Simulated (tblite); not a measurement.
# C5H11BCl2Ge: the cost of one run

Computed with tblite 0.8.0 and PySCF 2.14.0, with density-fitted response routines of our own, on a single molecule in the gas phase. Atoms count from 0, in the outputs and in this text.

## (1) Starting geometry

20 atoms, charge 0, multiplicity 1; geometry from: force field or distance geometry start.

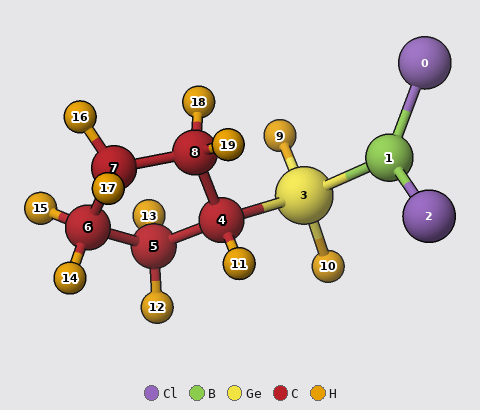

The starting geometry (chlorine purple, boron green, germanium yellow, carbon red, hydrogen amber), atoms numbered.

## (2) Geometry optimisation with GFN2-xTB

The job: settings as JSON, then the geometry in Å.

```
{"job": {"kind": "relax", "xc": "GFN2-xTB", "basis": "xTB"}, "charge": 0, "multiplicity": 1}
Cl     4.341700    -0.526900    -1.262900
B      3.299800     0.020900     0.157800
Cl     3.715500     1.576200     1.058600
Ge     1.660700    -1.027300     0.670600
C      0.086300     0.108200     0.501300
C     -1.203300    -0.629800     0.819200
C     -2.288200     0.095700     0.036100
C     -1.584200     0.875700    -1.071600
C     -0.092500     0.599400    -0.930300
H      1.517300    -2.264800    -0.250400
H      1.781200    -1.508600     2.148300
H      0.191800     0.980200     1.176700
H     -1.408600    -0.613100     1.924400
H     -1.134600    -1.685400     0.471900
H     -2.833800     0.805000     0.711700
H     -3.020300    -0.634500    -0.366400
H     -1.950500     0.547100    -2.072000
H     -1.792700     1.953500    -0.961000
H      0.202900    -0.182700    -1.650800
H      0.506400     1.521800    -1.114200
```

Run with:

```console
$ OMP_NUM_THREADS=1 python probes_run.py task.json out
```

One launch serves the whole session: the jobs run in the order shown.

Q: Estimate the wall time and peak memory of this first job on 1 thread of Arm Neoverse N1, shared host.

About 1.1 s, with a peak of 0.18 GiB.
